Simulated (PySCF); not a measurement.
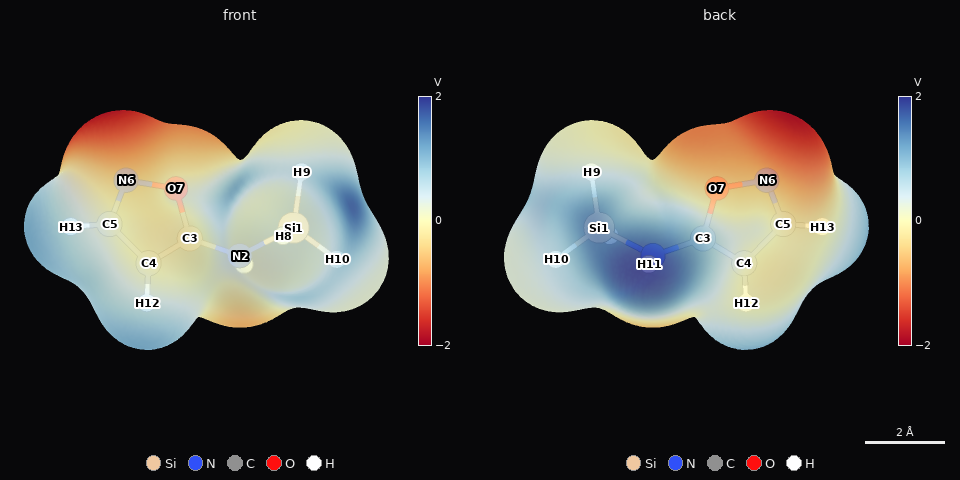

The picture shows: C₃H₆N₂OSi (SMILES [SiH3]Nc1ccno1). The molecular electrostatic potential painted on the density surface at 0.002 e/bohr³, seen from the front and from behind; red is negative and blue positive.

Geometry: GFN2-xTB.

All numbers below come from revPBE/pcSseg-1, SCF density, gas phase, non-relativistic (PySCF 2.14.0).

```yaml
atoms:
  - { symbol: Si, position_ang: [-2.0650, 0.9151, -0.2044] }
  - { symbol: N, position_ang: [-1.0949, -0.5265, -0.0850] }
  - { symbol: C, position_ang: [0.2602, -0.4239, 0.1578] }
  - { symbol: C, position_ang: [1.3424, -0.7329, -0.6197] }
  - { symbol: C, position_ang: [2.4409, -0.3492, 0.1774] }
  - { symbol: N, position_ang: [2.0466, 0.1423, 1.3178] }
  - { symbol: O, position_ang: [0.6928, 0.1054, 1.3221] }
  - { symbol: H, position_ang: [-1.4312, 1.6915, -1.2670] }
  - { symbol: H, position_ang: [-2.1385, 1.7025, 1.0290] }
  - { symbol: H, position_ang: [-3.3706, 0.3730, -0.5684] }
  - { symbol: H, position_ang: [-1.5129, -1.3176, 0.3843] }
  - { symbol: H, position_ang: [1.3436, -1.1625, -1.5979] }
  - { symbol: H, position_ang: [3.4866, -0.4173, -0.0459] }
```

### Describe the electrostatic potential map.

The most negative region (about −1.8 V) lies over N6, the most positive (about +1.9 V) over H11. N6 is the likeliest acceptor of a hydrogen bond.
